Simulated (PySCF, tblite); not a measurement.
**trifluoromethanesulfonate (CF3O3S−): dynamics, then NMR shifts on frames**

How do NMR shifts of trifluoromethanesulfonate (CF3O3S−) (`O=S(=O)([O-])C(F)(F)F`) change as the atoms move?

The runs use tblite 0.8.0 and PySCF 2.14.0, with density-fitted response routines of our own; the level of theory stands in each step. All values are computed, except where a source is named. Atoms are numbered from 0 throughout.

## 1. The molecule as given

8 atoms, charge -1, multiplicity 1; geometry from: GFN2-xTB.

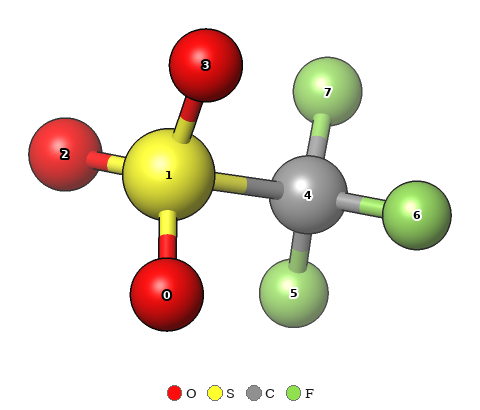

The starting geometry (oxygen red, sulfur yellow, carbon grey, fluorine green), atoms numbered.

## 2. Thermal motion with GFN2-xTB

Job settings and geometry (Å):

```
{"job": {"kind": "md", "xc": "GFN2-xTB", "basis": "xTB", "temperature": 200, "steps": 2000, "every": 50, "frames": 5}, "charge": -1, "multiplicity": 1}
O      1.475738    -0.129049     1.244633
S      1.006991    -0.065604    -0.121901
O      1.313013     1.155990    -0.832690
O      1.140038    -1.285778    -0.886332
C     -0.854319     0.059259     0.099018
F     -1.215761     1.148791     0.795871
F     -1.358393    -0.998812     0.754203
F     -1.498249     0.124617    -1.077367
```

With the program's defaults for keys left out, this is: GFN2-xTB Langevin dynamics, gas phase.

Launch:

```
$ OMP_NUM_THREADS=1 python probes_run.py task.json out
```

One launch serves the whole session: the jobs run in the order shown.

Log:

```text
t/fs     T/K      E/eV
    0.0   156.0   -872.24629
   25.0    82.4   -872.17085
   50.0   145.4   -872.17028
   75.0   147.0   -872.10691
  100.0   110.7   -872.09364
  125.0   161.3   -872.09135
  150.0   150.0   -872.06837
  175.0    95.7   -872.08811
  200.0   147.2   -872.12980
  225.0   142.0   -872.09805
  250.0   222.8   -872.11437
  275.0   238.6   -872.14965
  300.0   142.8   -872.08745
  325.0   175.0   -872.11353
  350.0   122.7   -872.08806
  375.0   163.9   -872.14364
  400.0   176.3   -872.13536
  425.0   204.9   -872.17010
  450.0   260.6   -872.17972
  475.0   201.0   -872.10681
  500.0   135.4   -872.19426
  525.0   216.5   -872.16726
  550.0   200.3   -872.11698
  575.0   253.8   -872.14184
  600.0   278.7   -872.08252
  625.0   134.0   -872.00800
  650.0   141.4   -872.09707
  675.0   225.5   -872.08581
  700.0   232.9   -872.08577
  725.0   152.3   -872.06005
  750.0   167.1   -872.06700
  775.0   214.2   -872.12786
  800.0   207.7   -872.10332
  825.0   175.6   -872.04074
  850.0   287.2   -872.15256
  875.0   177.6   -872.12884
  900.0   172.0   -872.15100
  925.0   177.9   -872.09378
  950.0   214.8   -872.12365
  975.0   175.2   -872.10546
 1000.0   168.1   -872.13538
```

Run time: 6.3 s. Hardware: 1 thread of Intel Xeon 6975P-C, shared host; peak memory 0.18 GiB.

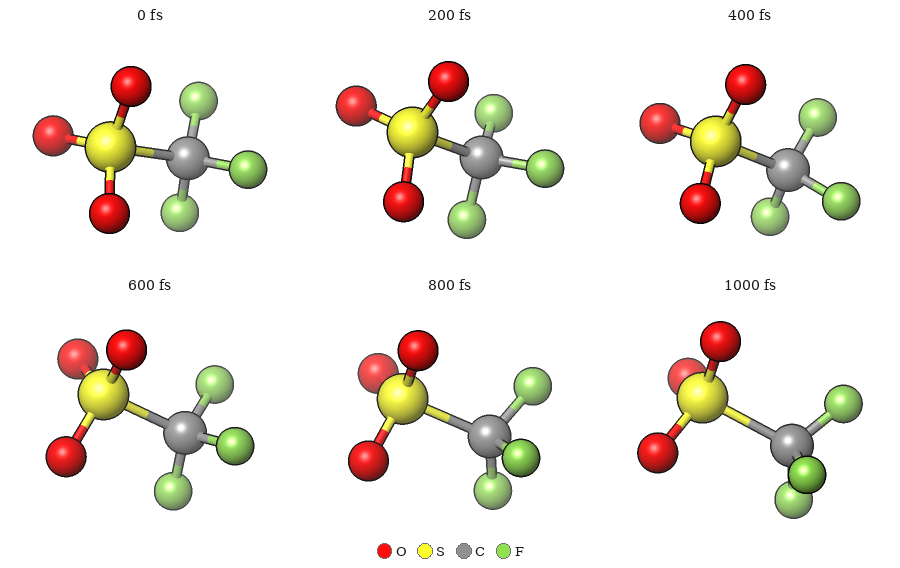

Frames of the run.

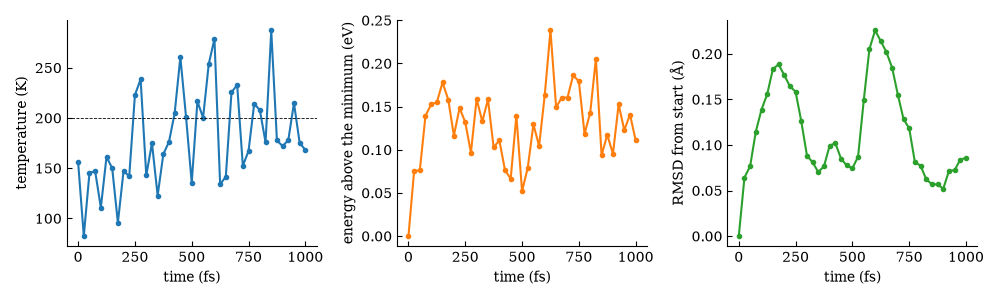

Temperature, potential energy and distance from the start.

Positions (Å) and forces (eV/Å) at 1000 fs:

```xyz
8

O     1.518    0.212    0.349   -1.138   -0.044   -1.068
S     0.454   -0.185   -0.597    0.390    0.236    1.225
O    -0.172    0.875   -1.389    0.521   -0.760    0.509
O     0.713   -1.452   -1.252   -0.202    0.330   -0.206
C    -0.946   -0.720    0.621    1.297    1.141    0.477
F    -1.488    0.305    1.335    0.210   -0.099   -0.125
F    -0.445   -1.572    1.536   -0.112   -0.028   -0.147
F    -1.946   -1.297    0.018   -0.966   -0.775   -0.665
```

## 3. NMR shieldings: 250 fs, PBE0/pcSseg-1

Job settings and geometry (Å):

```
{"job": {"kind": "nmr", "xc": "PBE0", "basis": "pcSseg-1", "pop": false}, "charge": -1, "multiplicity": 1}
O      1.543000    -0.127300     1.080600
S      0.916700    -0.268400    -0.221400
O      1.210800     0.777700    -1.200300
O      0.802800    -1.641600    -0.745100
C     -0.855700     0.107000     0.167300
F     -1.006100     1.169800     0.935400
F     -1.554400    -0.866900     0.870500
F     -1.546200     0.400800    -0.941100
```

With the program's defaults for keys left out, this is: GIAO PBE0/pcSseg-1 NMR shielding, non-relativistic, gas phase.

Log:

```text
coarse grid: 9232 points
cycle   1  E = -960.2357368324  dE =  2.082e+00  |g| = 1.577e+00  |ddm| = 3.052e+00
cycle   2  E = -959.2062990105  dE =  1.029e+00  |g| = 2.906e+00  |ddm| = 2.813e+00
cycle   3  E = -960.6634657504  dE = -1.457e+00  |g| = 1.415e-01  |ddm| = 1.973e+00
cycle   4  E = -960.6664985249  dE = -3.033e-03  |g| = 6.889e-02  |ddm| = 1.744e-01
cycle   5  E = -960.6671002752  dE = -6.018e-04  |g| = 3.325e-02  |ddm| = 5.785e-02
cycle   6  E = -960.6672865924  dE = -1.863e-04  |g| = 6.997e-03  |ddm| = 2.555e-02
cycle   7  E = -960.6672942385  dE = -7.646e-06  |g| = 2.245e-03  |ddm| = 5.346e-03
final grid: 91392 points
cycle   8  E = -960.7674905297  dE = -3.260e-05  |g| = 1.096e-02  |ddm| = 1.911e-02
cycle   9  E = -960.7674657378  dE =  2.479e-05  |g| = 1.620e-02  |ddm| = 1.798e-02
cycle  10  E = -960.7675103957  dE = -4.466e-05  |g| = 1.697e-03  |ddm| = 1.104e-02
cycle  11  E = -960.7675109081  dE = -5.125e-07  |g| = 3.028e-04  |ddm| = 1.501e-03
cycle  12  E = -960.7675109185  dE = -1.036e-08  |g| = 1.915e-04  |ddm| = 3.200e-04
cycle  13  E = -960.7675109247  dE = -6.208e-09  |g| = 4.643e-05  |ddm| = 1.498e-04
cycle  14  E = -960.7675109251  dE = -3.693e-10  |g| = 7.803e-06  |ddm| = 3.388e-05
converged SCF energy = -960.7675109251

GIAO shielding tensors (ppm)
atom      isotropic    diamagn.    paramagn.     s11        s22        s33       span
  0 O      113.043     401.178    -288.135     67.193     86.139    185.796    118.603
  1 S      180.621    1049.152    -868.531     36.756    247.179    257.929    221.173
  2 O      103.072     401.342    -298.270     48.914     79.829    180.472    131.558
  3 O      102.556     401.060    -298.504     50.996     70.733    185.938    134.943
  4 C       53.726     246.838    -193.112     47.658     56.384     57.135      9.477
  5 F      268.160     474.853    -206.693    195.861    263.694    344.924    149.064
  6 F      253.092     475.569    -222.477    158.221    223.634    377.420    219.199
  7 F      266.959     474.911    -207.952    187.283    259.697    353.897    166.614
```

Run time: 11 s. Hardware: 1 thread of Intel Xeon 6975P-C, shared host; peak memory 0.69 GiB.

Shifts follow as δ = σ(reference) − σ, with reference shieldings (ppm) from runs at the same level and on the same kind of geometry: 13C TMS 186.9, 19F CFCl3 170.9, 17O H2O 336.1, 33S CS2 504. The references are single molecules in the gas phase, so shifts against H2O, NH3, PH3, H3PO4 or CFCl3 are not on the usual liquid scales and can be off by tens of ppm. Each atom is listed at this fixed geometry, with no averaging over motion; a spectrum would average atoms that exchange fast.

```tsv
atoms	environment	σ (ppm)	δ (ppm)
C4	CF3 carbon	53.7	133.2
O3	oxygen of an anionic S–O group	102.6	233.5
O2	oxygen of an anionic S–O group	103.1	233.0
O0	oxygen of an anionic S–O group	113.0	223.0
S1	sulfonyl sulfur	181	323
F6	fluorine of an SCF3 group	253.1	-82.1
F7	fluorine of an SCF3 group	267.0	-96.0
F5	fluorine of an SCF3 group	268.2	-97.2
```

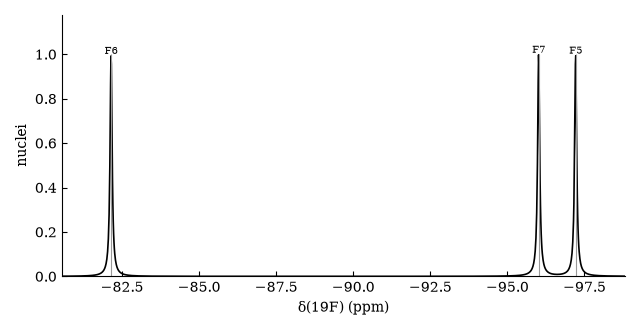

19F lines at the computed shifts, without couplings. Lines are broadened to a width of 0.08 ppm (Lorentzian).

The fields below are evaluated on a grid from the run's orbitals.

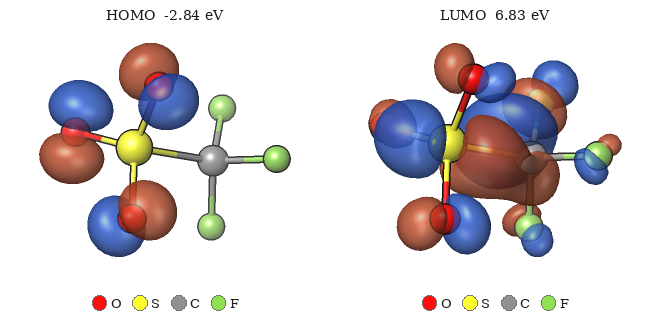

PBE0/pcSseg-1 orbitals near the gap, drawn at the value that encloses 70 % of each; the two colours are the two signs.

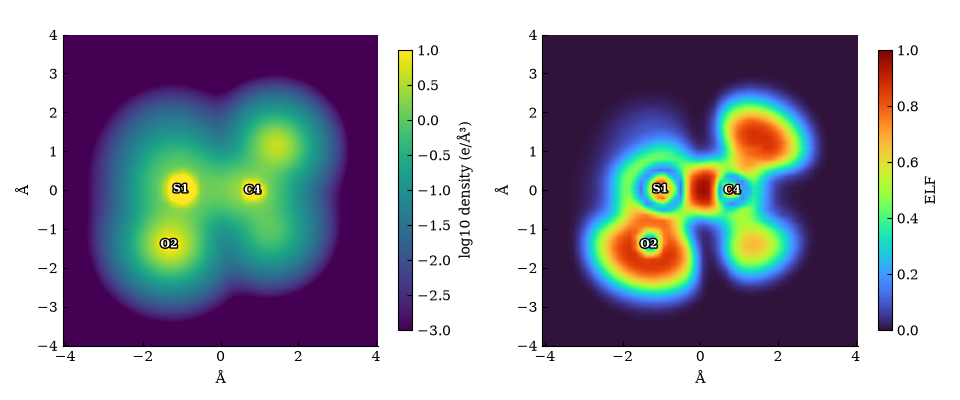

Density (left) and ELF (right) in a plane through or near 3 of the atoms.

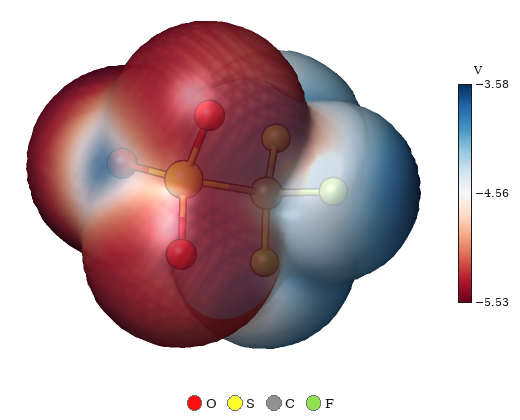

The potential that a unit positive charge feels on the 0.002 e/bohr³ surface, from the 1st to the 99th percentile, from -5.53 V near O3 to -3.58 V near F5.

## 4. NMR shieldings: 425 fs, PBE0/pcSseg-1

Job settings and geometry (Å):

```
{"job": {"kind": "nmr", "xc": "PBE0", "basis": "pcSseg-1", "pop": false}, "charge": -1, "multiplicity": 1}
O      1.605700    -0.325500     0.864000
S      0.908400    -0.358600    -0.397500
O      1.142700     0.758000    -1.296100
O      0.755100    -1.622700    -1.049300
C     -0.923100    -0.077800     0.111000
F     -1.154000     1.148900     0.633400
F     -1.192300    -0.957600     1.085300
F     -1.809800    -0.315200    -0.895500
```

Method: GIAO PBE0/pcSseg-1 NMR shielding, non-relativistic, gas phase.

Log:

```text
coarse grid: 9232 points
cycle   1  E = -960.2411103527  dE =  2.121e+00  |g| = 1.566e+00  |ddm| = 3.079e+00
cycle   2  E = -959.3078246487  dE =  9.333e-01  |g| = 2.803e+00  |ddm| = 2.730e+00
cycle   3  E = -960.6629801967  dE = -1.355e+00  |g| = 1.330e-01  |ddm| = 1.888e+00
cycle   4  E = -960.6659242661  dE = -2.944e-03  |g| = 5.687e-02  |ddm| = 1.712e-01
cycle   5  E = -960.6663838297  dE = -4.596e-04  |g| = 2.676e-02  |ddm| = 5.055e-02
cycle   6  E = -960.6665038377  dE = -1.200e-04  |g| = 5.688e-03  |ddm| = 2.052e-02
cycle   7  E = -960.6665091620  dE = -5.324e-06  |g| = 1.240e-03  |ddm| = 3.969e-03
final grid: 91392 points
cycle   8  E = -960.7652686834  dE = -2.858e-05  |g| = 1.041e-02  |ddm| = 1.844e-02
cycle   9  E = -960.7652468046  dE =  2.188e-05  |g| = 1.525e-02  |ddm| = 1.765e-02
cycle  10  E = -960.7652874761  dE = -4.067e-05  |g| = 1.443e-03  |ddm| = 1.046e-02
cycle  11  E = -960.7652878423  dE = -3.661e-07  |g| = 2.356e-04  |ddm| = 1.308e-03
cycle  12  E = -960.7652878513  dE = -8.980e-09  |g| = 1.101e-04  |ddm| = 2.463e-04
cycle  13  E = -960.7652878531  dE = -1.779e-09  |g| = 4.771e-05  |ddm| = 9.518e-05
cycle  14  E = -960.7652878534  dE = -3.868e-10  |g| = 7.407e-06  |ddm| = 3.565e-05
converged SCF energy = -960.7652878534

GIAO shielding tensors (ppm)
atom      isotropic    diamagn.    paramagn.     s11        s22        s33       span
  0 O      115.916     401.772    -285.856     48.728    106.518    192.500    143.772
  1 S      187.670    1049.982    -862.311     63.618    238.626    260.766    197.148
  2 O      116.729     401.960    -285.231     61.146     94.499    194.542    133.397
  3 O      124.202     400.803    -276.600     73.677    108.246    190.684    117.007
  4 C       49.165     248.976    -199.811     44.504     48.680     54.311      9.807
  5 F      271.472     475.854    -204.382    187.851    263.177    363.389    175.539
  6 F      270.122     475.225    -205.103    188.104    266.748    355.514    167.410
  7 F      267.672     474.605    -206.933    183.551    251.940    367.525    183.974
```

It took 8.8 s on 1 thread of Intel Xeon 6975P-C, shared host; peak memory 0.73 GiB.

Key values: δ C4 137.8, O0 220.2, O2 219.4, O3 211.9 ppm.

## 5. Nuclear shieldings: 625 fs, PBE0/pcSseg-1

Job settings and geometry (Å):

```
{"job": {"kind": "nmr", "xc": "PBE0", "basis": "pcSseg-1", "pop": false}, "charge": -1, "multiplicity": 1}
O      1.713500     0.279200     0.334300
S      0.861800    -0.318400    -0.713600
O      0.578800     0.650900    -1.730200
O      1.100200    -1.670200    -1.164000
C     -0.874100    -0.498000     0.137200
F     -1.119500     0.587400     0.941500
F     -1.050800    -1.565500     0.991300
F     -1.837300    -0.409700    -0.771400
```

Method: GIAO PBE0/pcSseg-1 NMR shielding, non-relativistic, gas phase.

Log:

```text
coarse grid: 9232 points
cycle   1  E = -960.2158549361  dE =  2.044e+00  |g| = 1.590e+00  |ddm| = 3.057e+00
cycle   2  E = -959.1032117814  dE =  1.113e+00  |g| = 2.979e+00  |ddm| = 2.897e+00
cycle   3  E = -960.6548434737  dE = -1.552e+00  |g| = 1.646e-01  |ddm| = 2.057e+00
cycle   4  E = -960.6577459127  dE = -2.902e-03  |g| = 1.157e-01  |ddm| = 2.209e-01
cycle   5  E = -960.6596071610  dE = -1.861e-03  |g| = 5.459e-02  |ddm| = 1.052e-01
cycle   6  E = -960.6601471513  dE = -5.400e-04  |g| = 5.276e-03  |ddm| = 3.906e-02
cycle   7  E = -960.6601511026  dE = -3.951e-06  |g| = 1.773e-03  |ddm| = 4.107e-03
final grid: 91392 points
cycle   8  E = -960.7596651089  dE = -3.027e-05  |g| = 1.109e-02  |ddm| = 1.828e-02
cycle   9  E = -960.7596376934  dE =  2.742e-05  |g| = 1.663e-02  |ddm| = 1.920e-02
cycle  10  E = -960.7596863656  dE = -4.867e-05  |g| = 1.642e-03  |ddm| = 1.170e-02
cycle  11  E = -960.7596868440  dE = -4.784e-07  |g| = 3.182e-04  |ddm| = 1.491e-03
cycle  12  E = -960.7596868577  dE = -1.363e-08  |g| = 1.824e-04  |ddm| = 3.303e-04
cycle  13  E = -960.7596868631  dE = -5.487e-09  |g| = 5.263e-05  |ddm| = 1.452e-04
cycle  14  E = -960.7596868636  dE = -4.884e-10  |g| = 8.222e-06  |ddm| = 4.020e-05
converged SCF energy = -960.7596868636

GIAO shielding tensors (ppm)
atom      isotropic    diamagn.    paramagn.     s11        s22        s33       span
  0 O       87.477     402.392    -314.915     18.345     66.901    177.184    158.839
  1 S      175.252    1049.379    -874.127     51.018    232.704    242.035    191.017
  2 O      108.298     401.324    -293.026     58.817     99.604    166.471    107.655
  3 O      113.495     399.887    -286.392     59.381     99.451    181.653    122.272
  4 C       46.935     248.066    -201.131     39.121     46.932     54.751     15.630
  5 F      248.001     477.207    -229.206    153.684    228.376    361.943    208.259
  6 F      256.912     474.775    -217.863    165.235    238.737    366.765    201.531
  7 F      264.967     473.913    -208.946    189.267    266.235    339.398    150.130
```

Run time: 8.8 s. Hardware: 1 thread of Intel Xeon 6975P-C, shared host; peak memory 0.73 GiB.

In short: δ C4 140.0, O0 248.6, O2 227.8, O3 222.6 ppm.

## 6. Nuclear shieldings: 800 fs, PBE0/pcSseg-1

Job settings and geometry (Å):

```
{"job": {"kind": "nmr", "xc": "PBE0", "basis": "pcSseg-1", "pop": false}, "charge": -1, "multiplicity": 1}
O      1.733700     0.126400     0.537100
S      0.865000    -0.254400    -0.559600
O      0.456300     0.783600    -1.470500
O      1.267900    -1.569000    -1.040800
C     -0.695700    -0.591700     0.373200
F     -1.229300     0.375600     1.111500
F     -0.476300    -1.631900     1.210300
F     -1.679700    -1.007500    -0.464700
```

Level: GIAO PBE0/pcSseg-1 NMR shielding, non-relativistic, gas phase.

Log:

```text
coarse grid: 9232 points
cycle   1  E = -960.2344130066  dE =  2.175e+00  |g| = 1.577e+00  |ddm| = 3.066e+00
cycle   2  E = -959.2343049152  dE =  1.000e+00  |g| = 2.876e+00  |ddm| = 2.823e+00
cycle   3  E = -960.6599516033  dE = -1.426e+00  |g| = 1.565e-01  |ddm| = 1.985e+00
cycle   4  E = -960.6628144795  dE = -2.863e-03  |g| = 1.031e-01  |ddm| = 2.030e-01
cycle   5  E = -960.6642274953  dE = -1.413e-03  |g| = 4.961e-02  |ddm| = 9.294e-02
cycle   6  E = -960.6646692331  dE = -4.417e-04  |g| = 5.571e-03  |ddm| = 3.598e-02
cycle   7  E = -960.6646734622  dE = -4.229e-06  |g| = 2.058e-03  |ddm| = 4.220e-03
final grid: 91392 points
cycle   8  E = -960.7641527769  dE = -3.213e-05  |g| = 1.071e-02  |ddm| = 1.842e-02
cycle   9  E = -960.7641307068  dE =  2.207e-05  |g| = 1.552e-02  |ddm| = 1.773e-02
cycle  10  E = -960.7641718672  dE = -4.116e-05  |g| = 1.593e-03  |ddm| = 1.069e-02
cycle  11  E = -960.7641723218  dE = -4.546e-07  |g| = 2.087e-04  |ddm| = 1.408e-03
cycle  12  E = -960.7641723288  dE = -7.036e-09  |g| = 9.246e-05  |ddm| = 2.107e-04
cycle  13  E = -960.7641723300  dE = -1.130e-09  |g| = 4.266e-05  |ddm| = 8.115e-05
cycle  14  E = -960.7641723303  dE = -3.081e-10  |g| = 8.098e-06  |ddm| = 3.303e-05
converged SCF energy = -960.7641723303

GIAO shielding tensors (ppm)
atom      isotropic    diamagn.    paramagn.     s11        s22        s33       span
  0 O      118.358     402.215    -283.858     81.012     89.462    184.599    103.587
  1 S      192.479    1049.444    -856.965     53.794    241.889    281.754    227.961
  2 O      128.093     402.193    -274.100     80.585    109.052    194.641    114.057
  3 O      102.955     399.770    -296.815     42.093     86.764    180.007    137.914
  4 C       54.435     247.157    -192.722     52.076     53.807     57.422      5.346
  5 F      275.240     475.319    -200.080    205.357    265.294    355.069    149.712
  6 F      263.995     474.297    -210.302    177.874    249.264    364.847    186.973
  7 F      267.599     475.095    -207.496    179.989    256.733    366.074    186.085
```

Run time: 9 s. Hardware: 1 thread of Intel Xeon 6975P-C, shared host; peak memory 0.73 GiB.

Key values: δ C4 132.5, O3 233.1, O0 217.7, O2 208.0 ppm.

## 7. Shielding tensors: 1000 fs, PBE0/pcSseg-1

Job settings and geometry (Å):

```
{"job": {"kind": "nmr", "xc": "PBE0", "basis": "pcSseg-1", "pop": false}, "charge": -1, "multiplicity": 1}
O      1.518100     0.212000     0.349300
S      0.454400    -0.185100    -0.596600
O     -0.171700     0.874800    -1.388900
O      0.712500    -1.452500    -1.252400
C     -0.946100    -0.720000     0.620600
F     -1.488400     0.305400     1.335100
F     -0.444900    -1.572400     1.535800
F     -1.945600    -1.296700     0.018200
```

With the program's defaults for keys left out, this is: GIAO PBE0/pcSseg-1 NMR shielding, non-relativistic, gas phase.

Log:

```text
coarse grid: 9232 points
cycle   1  E = -960.2377830503  dE =  2.055e+00  |g| = 1.572e+00  |ddm| = 3.058e+00
cycle   2  E = -959.2027078576  dE =  1.035e+00  |g| = 2.895e+00  |ddm| = 2.835e+00
cycle   3  E = -960.6653276156  dE = -1.463e+00  |g| = 1.492e-01  |ddm| = 2.001e+00
cycle   4  E = -960.6684546744  dE = -3.127e-03  |g| = 8.269e-02  |ddm| = 1.897e-01
cycle   5  E = -960.6692689947  dE = -8.143e-04  |g| = 4.397e-02  |ddm| = 7.391e-02
cycle   6  E = -960.6696092363  dE = -3.402e-04  |g| = 7.020e-03  |ddm| = 3.249e-02
cycle   7  E = -960.6696165088  dE = -7.272e-06  |g| = 2.298e-03  |ddm| = 5.230e-03
final grid: 91392 points
cycle   8  E = -960.7687392031  dE = -3.119e-05  |g| = 1.094e-02  |ddm| = 1.791e-02
cycle   9  E = -960.7687133054  dE =  2.590e-05  |g| = 1.631e-02  |ddm| = 1.830e-02
cycle  10  E = -960.7687589772  dE = -4.567e-05  |g| = 1.601e-03  |ddm| = 1.138e-02
cycle  11  E = -960.7687594351  dE = -4.580e-07  |g| = 3.069e-04  |ddm| = 1.430e-03
cycle  12  E = -960.7687594472  dE = -1.209e-08  |g| = 1.735e-04  |ddm| = 3.114e-04
cycle  13  E = -960.7687594521  dE = -4.899e-09  |g| = 5.227e-05  |ddm| = 1.395e-04
cycle  14  E = -960.7687594526  dE = -4.729e-10  |g| = 7.701e-06  |ddm| = 3.804e-05
converged SCF energy = -960.7687594526

GIAO shielding tensors (ppm)
atom      isotropic    diamagn.    paramagn.     s11        s22        s33       span
  0 O       93.392     402.385    -308.992     30.576     65.171    184.431    153.855
  1 S      166.098    1049.296    -883.198     36.510    223.349    238.434    201.924
  2 O      103.058     401.951    -298.893     40.196     82.009    186.968    146.772
  3 O      107.300     400.245    -292.945     55.738     86.314    179.848    124.110
  4 C       53.567     249.058    -195.491     48.156     54.159     58.385     10.229
  5 F      266.844     475.827    -208.983    181.289    247.078    372.165    190.876
  6 F      269.128     474.212    -205.083    188.359    253.161    365.865    177.505
  7 F      282.177     472.452    -190.275    217.659    282.849    346.024    128.364
```

Wall time 8.9 s (1 thread of Intel Xeon 6975P-C, shared host); peak memory 0.73 GiB.

Key values: δ C4 133.4, O0 242.7, O2 233.0, O3 228.8 ppm.

## 8. Side by side: NMR shifts

Shifts (ppm) of some atoms, chosen among heavy atoms and hydrogens apart, with basis size and wall time:

```tsv
frame	O3	O2	O0	S1	F5	functions	time
250 fs	233.5	233.0	223.0	323	-97.2	143	11 s
425 fs	211.9	219.4	220.2	316	-100.5	143	8.8 s
625 fs	222.6	227.8	248.6	328	-77.1	143	8.8 s
800 fs	233.1	208.0	217.7	311	-104.3	143	9 s
1000 fs	228.8	233.0	242.7	338	-95.9	143	8.9 s
```

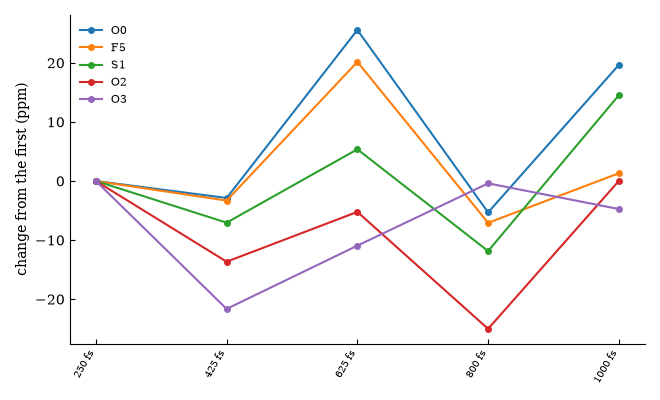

How the tabulated atoms move from run to run.

## 9. What came out

| quantity | value |
| --- | --- |
| thermostat | 200 K |
| mean temperature, second half | 196 K |
| mean potential energy above the minimum | 0.14 eV |
| 13C shifts against TMS (PBE0/pcSseg-1, 250 fs) | 133.2 ppm |
| 17O shifts against H2O (PBE0/pcSseg-1, 250 fs) | 233.5, 233.0, 223.0 ppm |
| 33S shifts against CS2 (PBE0/pcSseg-1, 250 fs) | 323 ppm |
| 19F shifts against CFCl3 (PBE0/pcSseg-1, 250 fs) | -82.1, -96.0, -97.2 ppm |
| range of the shift of O0 | 217.7 to 248.6 ppm |

In the second half the potential energy averages 0.14 eV above the minimum; equipartition over 18 harmonic modes at 200 K would give 0.16 eV. With 8 atoms the temperature swings widely (82 to 287 K). Shifts at one fixed geometry are not the observed spectrum, which averages over the motion. In ppm, O0 moves most: its shift spreads over 30.9 ppm, from 217.7 (800 fs) to 248.6 (625 fs).
